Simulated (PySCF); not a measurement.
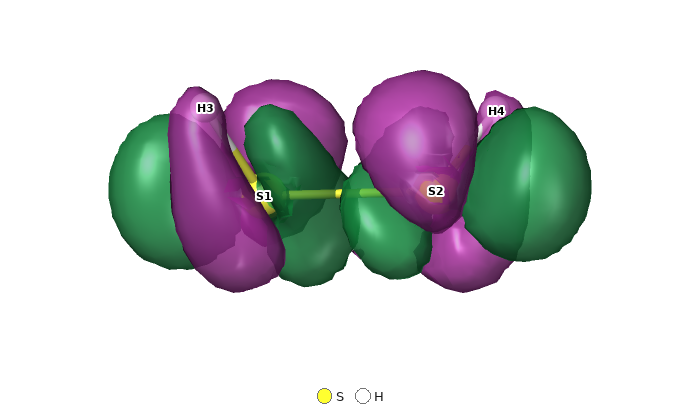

*H₂S₂, SMILES `SS`. Unrelaxed difference density of S₂ less the ground state (full linear response singlet states), ±0.03 e/Å³; green: gain, purple: loss.*

Method: B3LYP/cc-pVTZ; geometry: GFN2-xTB; program: PySCF. No frequency check shows the geometry to be a minimum. GFN2-xTB bond lengths at metals and heavier atoms can be off by up to 0.1 Å and shapes distorted, which carries into these values. Without diffuse functions Rydberg states are missing, so the states' numbers hold for this basis only.

Coordinates in Å:

```
S1       1.0201   -0.0704   -0.0522
S2      -1.0201    0.0704   -0.0522
H3       1.2771    0.8998    0.8356
H4      -1.2771   -0.8998    0.8356
```

How does the charge move on excitation?

0.62 e is displaced in all, mostly between regions of the same atoms. The state: 5.01 eV (248 nm), f = 0.010, partly diffuse acceptor orbital, which a basis without diffuse functions describes poorly; the leading pair carries 99 %; hole on S1 and S2 (46 % each), electron on S1 and S2 (46 % each) (atom shares of so diffuse an orbital are rough); their centroids lie 0.1 Å apart.
